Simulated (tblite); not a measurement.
# C4H12N2O2Si2: the cost of one run

Computed with tblite 0.8.0 and PySCF 2.14.0, with density-fitted response routines of our own, on a single molecule in the gas phase. Atoms count from 0, in the outputs and in this text.

### Step 1. The molecule as given

22 atoms, charge 0, multiplicity 1; geometry from: force field or distance geometry start.

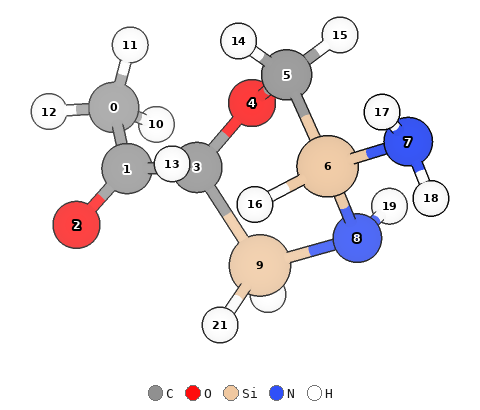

As it starts; carbon grey, oxygen red, silicon light orange, nitrogen blue, hydrogen white, atoms numbered.

### Step 2. Relaxing the molecule with GFN2-xTB

Job settings and geometry (Å):

```
{"job": {"kind": "relax", "xc": "GFN2-xTB", "basis": "xTB"}, "charge": 0, "multiplicity": 1}
C      3.247400     0.068600     0.775000
C      2.319500     0.025000    -0.391300
O      2.811200    -0.081800    -1.513300
C      0.846500     0.086200    -0.306800
O      0.362200     0.186200     0.989500
C     -0.822300     0.959400     1.043500
Si    -2.016100     0.295000    -0.235000
N     -3.704800     0.614000     0.147600
N     -1.609400    -1.467600    -0.340700
Si     0.039500    -1.451300    -1.046900
H      3.248400    -0.953500     1.245100
H      2.868200     0.800400     1.515000
H      4.259100     0.314500     0.416200
H      0.506200     0.936700    -0.890500
H     -0.558000     2.015700     0.877200
H     -1.238400     0.755200     2.068100
H     -1.581500     0.877200    -1.529900
H     -3.887800     1.627500    -0.039000
H     -4.297400     0.114000    -0.585300
H     -1.492400    -1.856100     0.626100
H      0.797400    -2.657000    -0.739600
H     -0.107800    -1.188800    -2.486400
```

Launch:

```console
$ OMP_NUM_THREADS=1 python probes_run.py task.json out
```

This one command runs all jobs of the session in turn.

Q: Estimate the wall time and peak memory of this first job on 1 thread of Arm Neoverse V1, shared host.

About 1.7 s, with a peak of 0.18 GiB.
